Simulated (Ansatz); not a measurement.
**singlet AlH2O+: levels of theory compared**

We compute a comparison of 4 runs (HF/STO-3G, B3LYP/def2-TZVPP, r2SCAN/def2-TZVPP, wB97X/def2-TZVPP) of singlet AlH2O+. 

The calculation is run with Ansatz 0.2.0.

43 further runs of the same task are left out: 1 that didn't finish, 42 set aside as unsound or not needed.

**1. The system as given**

AlH2O+ has 4 atoms, charge +1, and is taken as a singlet. As SMILES of the parent species, `[O][AlH2]`. The shape is that of a PBE0-D4/def2-TZVP optimisation. That shape belongs to the parent species and isn't relaxed for this state.

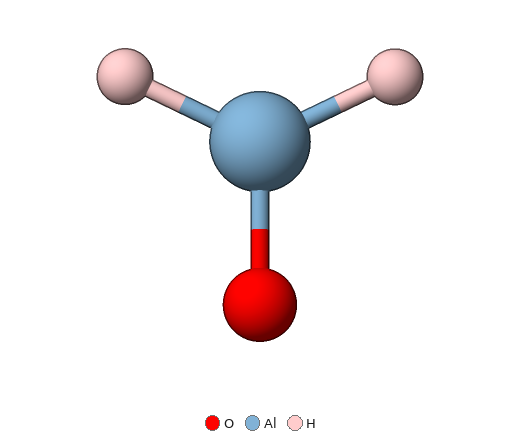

Viewed from a chosen angle; oxygen red, aluminium light blue, hydrogen pink.

**2. A single-point energy at HF/STO-3G (run 1)**

Contents of input.yaml:

```yaml
crystal:
  periodic: [false, false, false]
  atoms:
    - {symbol: O, position_ang: [0.062600, -0.856300, 1.401400]}
    - {symbol: Al, position_ang: [0.011300, 0.029900, -0.080400]}
    - {symbol: H, position_ang: [-1.149600, -0.360800, -1.076000]}
    - {symbol: H, position_ang: [1.131100, 1.126800, -0.265300]}
basis:
  gaussian: {orbitals: STO-3G}
total_charge: 1
hamiltonian: {xc: hf}
accuracy: high
output: {orbitals: {seedname: orbitals}}
```

Started as:

```console
ansatz run input.yaml --threads 1 --pin off --max-ram 3480MiB --events-out events.jsonl --progress --plain --runs-dir runs
```

The log of the run:

```text
Warning: RAYON_NUM_THREADS=1 ignored (pool sized by the plan → 1); use --threads N
Functional definition: HF
  name "HF"
  exchange = exact_x
  correlation = 0
267 factors; integrals over basis functions are off by at most 2.5e-8 eV
mean field evaluation 1: about -8505.8657 eV, gradient 5.1e1 eV
mean field evaluation 2: about -8505.8749 eV, gradient 5.1e1 eV
mean field evaluation 4: about -8519.6764 eV, gradient 6.7e1 eV
mean field evaluation 8: about -8535.3170 eV, gradient 5.7e-1 eV
mean field evaluation 16: about -8534.8805 eV, gradient 1.7e0 eV
mean field evaluation 32: about -8534.3952 eV, gradient 1.5e0 eV
mean field evaluation 64: about -8532.4015 eV, gradient 1.0e0 eV
mean field -8535.31232541 eV, -313.6669425162 hartree, gradient 3.5e-8 eV, S^2 0.000000; 5 other end points of the search recorded, 0 dependent functions left out
reference -8535.31232541 eV, -313.6669425162 hartree; 11, 11 occupied and 5, 5 virtual orbitals, 267 factors
Total energy: -8535.31232541 eV, -313.6669425162 hartree
```

It took 0.17 s on 1 thread of Arm Neoverse V2, shared host.

**3. The energy at B3LYP/def2-TZVPP (run 2)**

Contents of molecule.yaml:

```yaml
crystal:
  periodic: [false, false, false]
  atoms:
    - symbol: O
      position_ang: [0.062600, -0.856300, 1.401400]
    - symbol: Al
      position_ang: [0.011300, 0.029900, -0.080400]
    - symbol: H
      position_ang: [-1.149600, -0.360800, -1.076000]
    - symbol: H
      position_ang: [1.131100, 1.126800, -0.265300]
basis:
  gaussian: {orbitals: def2-TZVPP}
total_charge: 1
hamiltonian: {xc: {name: B3LYP}}
accuracy: high
output: {orbitals: {seedname: orbitals}}
```

Started as:

```console
ansatz run molecule.yaml --threads 1 --pin off --max-ram 3480MiB --events-out events.jsonl --progress --plain --runs-dir runs
```

The log of the run:

```text
Warning: RAYON_NUM_THREADS=1 ignored (pool sized by the plan → 1); use --threads N
Functional definition: B3LYP
  name "B3LYP"
  parameter a0 = 0.2
  parameter ax = 0.72
  parameter ac = 0.81
  exchange = (1 - a0 - ax)*slater_x + ax*b88_x + a0*exact_x
  correlation = (1 - ac)*vwn_rpa_c + ac*lyp_c
1584 factors; integrals over basis functions are off by at most 2.8e-9 eV
mean field evaluation 1: about -8625.9960 eV, gradient 1.3e2 eV
mean field evaluation 2: about -8329.6036 eV, gradient 2.3e2 eV
mean field evaluation 4: about -8650.2084 eV, gradient 6.7e1 eV
mean field evaluation 8: about -8664.5532 eV, gradient 2.1e0 eV
mean field evaluation 16: about -8664.5619 eV, gradient 1.6e-2 eV
mean field evaluation 32: about -8663.0167 eV, gradient 1.7e1 eV
mean field -8664.56193346 eV, -318.4167780035 hartree, gradient 6.8e-8 eV, S^2 0.000000; 2 other end points of the search recorded, 0 dependent functions left out
reference -8664.56196811 eV, -318.4167792772 hartree; 11, 11 occupied and 90, 90 virtual orbitals, 1584 factors
Total energy: -8664.56196811 eV, -318.4167792772 hartree
```

It took 5.1 s on 1 thread of Arm Neoverse V2, shared host; peak memory 0.21 GiB.

Run 3 isn't shown in full; the table further down has it.

**4. A single-point energy at wB97X/def2-TZVPP (run 4)**

Contents of run.yaml:

```yaml
crystal:
  periodic: [false, false, false]
  atoms:
    - {symbol: O, position_ang: [0.062600, -0.856300, 1.401400]}
    - {symbol: Al, position_ang: [0.011300, 0.029900, -0.080400]}
    - {symbol: H, position_ang: [-1.149600, -0.360800, -1.076000]}
    - {symbol: H, position_ang: [1.131100, 1.126800, -0.265300]}
basis:
  gaussian:
    orbitals: def2-TZVPP
output:
  orbitals: {seedname: orbitals}
hamiltonian:
  xc: {name: wB97X}
accuracy: high
total_charge: 1
```

Started as:

```console
ansatz run run.yaml --threads 1 --pin off --max-ram 3480MiB --events-out events.jsonl --progress --plain --runs-dir runs
```

The log of the run, cut to the lines that bear on the results:

```text
Warning: RAYON_NUM_THREADS=1 ignored (pool sized by the plan → 1); use --threads N
Functional definition: wB97X
  name "wB97X"
[...]
      + exact_x_lr(omega)
[...]
      + integral(e_c_pw_opposite_spin*poly(b97_u_opposite, 1, cos1, cos2, cos3, cos4))
1584 factors; integrals over basis functions are off by at most 2.8e-9 eV
296 factors; integrals over basis functions are off by at most 1.3e-9 eV
[...]
mean field -8662.54290501 eV, -318.3425800766 hartree, gradient 1.6e-8 eV, S^2 0.000000; 2 other end points of the search recorded, 0 dependent functions left out
reference -8662.54290198 eV, -318.3425799653 hartree; 11, 11 occupied and 90, 90 virtual orbitals, 1584 factors
Total energy: -8662.54290198 eV, -318.3425799653 hartree
```

It took 16 s on 1 thread of Arm Neoverse V2, shared host; peak memory 0.34 GiB.

**5. The series**

```csv
run,level,energy (Eh),HOMO energy (eV),LUMO energy (eV),HOMO–LUMO gap (eV),wall time
1,HF/STO-3G,-313.666943,-17.02,-6.72,10.29,0.17 s
2,B3LYP/def2-TZVPP,-318.416779,-16.87,-14.61,2.27,5.1 s
3,r2SCAN/def2-TZVPP,-318.327856,-15.43,-15.19,0.24,12 s
4,wB97X/def2-TZVPP,-318.342580,-19.25,-12.49,6.75,16 s
```

**6. Outcome**

| quantity | value |
| --- | --- |
| run 4: total energy | -318.34258 Eh |
| run 4: HOMO energy | -19.25 eV |
| run 4: LUMO energy | -12.49 eV |
| run 4: HOMO–LUMO gap | 6.75 eV |

The HOMO–LUMO gap runs from 0.24 eV (r2SCAN/def2-TZVPP) to 10.29 eV (HF/STO-3G). The two ends differ in method and basis. Totals of different functionals can't be ranked against each other. In run 1 the basis is minimal, so the values are rough. All runs together took 33 s, the longest 16 s.
